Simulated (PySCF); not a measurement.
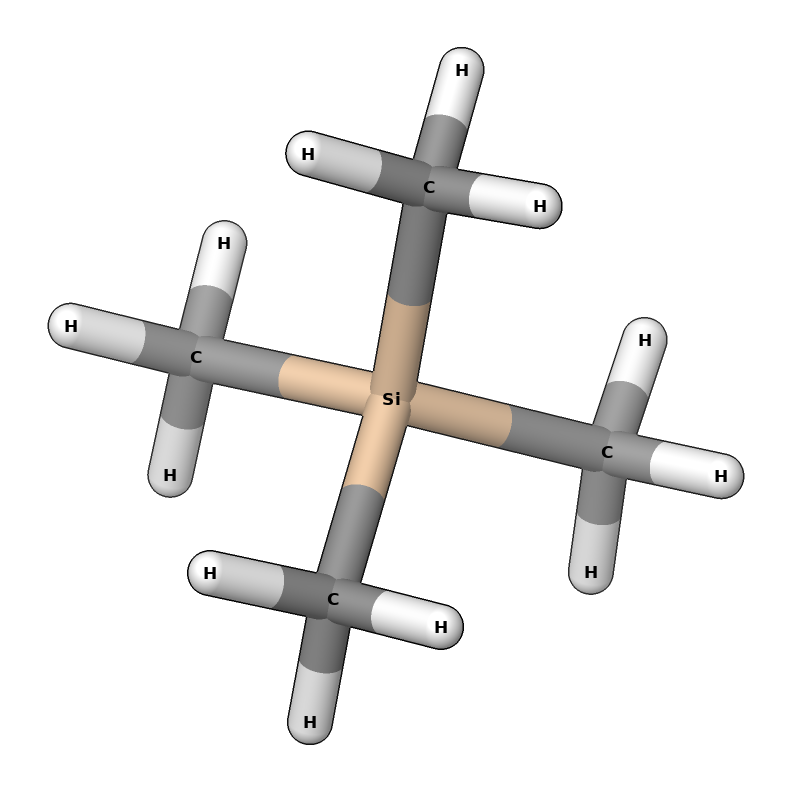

The picture shows a molecular structure as a stick model. Every bond is drawn as one stick, whatever its order.

Computed geometry: GFN2-xTB optimisation. No frequency run is at hand to confirm it as a minimum.

Which formula does it have?

C₄H₁₂Si, 17 atoms: 4 carbon, 12 hydrogen and 1 silicon.

How many sets of symmetry-equivalent atoms are there?

3: 4 C, 1 Si, 12 H.

What is the point group of this geometry?

Td.

The parts below concern this one geometry. Atoms keep their numbers from picture to picture.

## Electronic properties

No frequency run is at hand to confirm it as a minimum. Level of theory: PBE0/pcSseg-1, gas phase (PySCF 2.14.0).

Give the HOMO energy (Kohn–Sham orbital) at this level.

−8.36 eV.

What is the HOMO–LUMO gap?

9.52 eV.

## NMR shielding

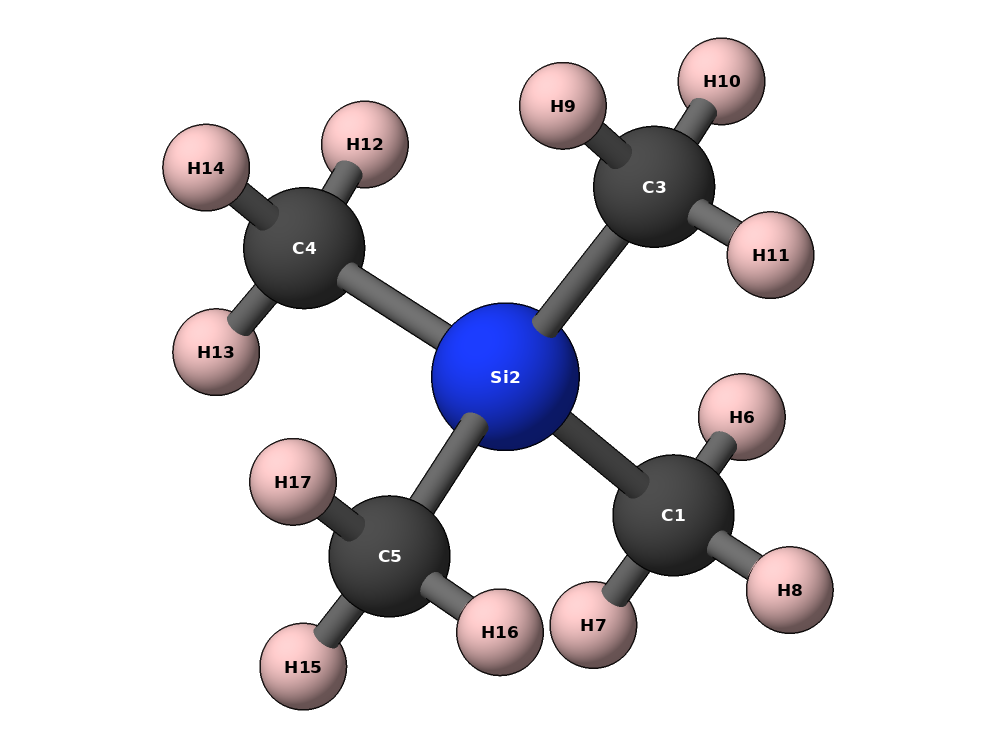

No frequency run is at hand to confirm it as a minimum. Method: GIAO PBE0/pcSseg-1 NMR shielding, non-relativistic, gas phase (PySCF 2.14.0). Principal shieldings σ11 ≤ σ22 ≤ σ33, span Ω = σ33 − σ11, skew κ = 3(σiso − σ22)/Ω.

Give the shielding tensors of the C atoms.

| atom | σ11 | σ22 | σ33 | σiso | Ω | κ |
| --- | --- | --- | --- | --- | --- | --- |
| C1, C3, C4… | 183.9 | 184.0 | 193.0 | 187.0 | 9.1 | 0.98 |

Shieldings and span in ppm.

## Bond orders

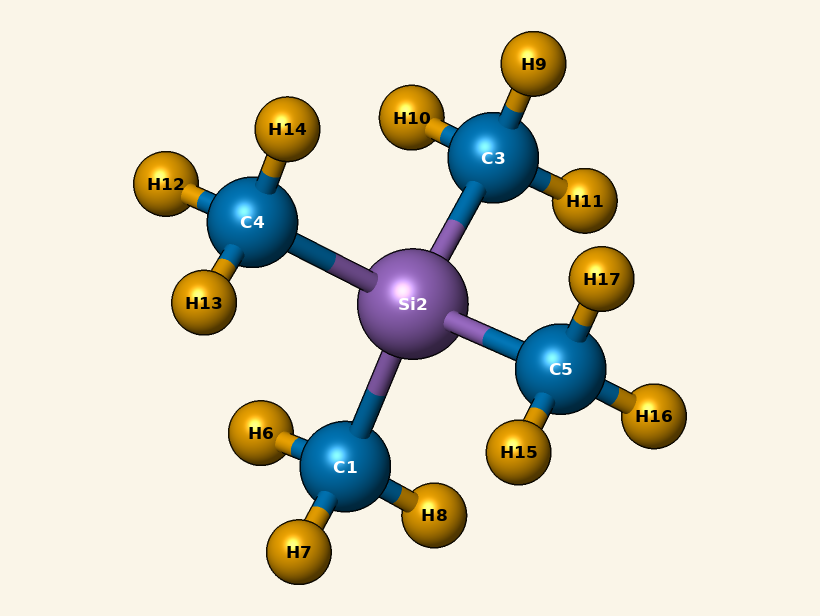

Every bond is drawn as one stick. No frequency run is at hand to confirm it as a minimum. Method: PBE0/pcSseg-1 (PySCF 2.14.0).

List the Mayer bond orders of C1–Si2, C1–H6 (one bond of each equivalent set).

| bond | Mayer order | length (Å) |
| --- | --- | --- |
| C1–Si2 | 0.96 | 1.909 |
| C1–H6 | 0.96 | 1.086 |

The geometry is semi-empirical. Around Si such bond lengths and angles can be off by a tenth of an ångström or more and by several degrees, and values that hang on the shape move with them.
